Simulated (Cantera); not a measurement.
Charge: 1 mol Fe2O3, a varied amount of HCl, 0.028 mol Cl2, at 975 K and 9800 Pa.

Equilibrium computed with Cantera from the NASA thermochemical tables; the gas is ideal and each condensed phase is pure. Candidate condensed phases: Fe, FeCl2, FeCl3, FeO, Fe(OH)2, Fe(OH)3, Fe2O3, Fe3O4, H2O; 22 gas species. Equilibrium is a limit: real reactors are often held back by kinetics, nucleation or transport.

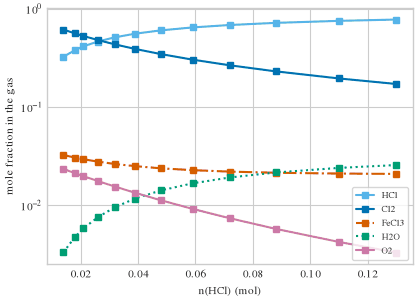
Fig. 1. Equilibrium gas composition (values under 1e-9 drawn at 1e-9)

### Question
Read off the mole fractions at 0.059 mol HCl.

### Answer
HCl about 0.65, Cl2 about 0.30, FeCl3 about 0.023, H2O about 0.017, O2 about 0.0092.
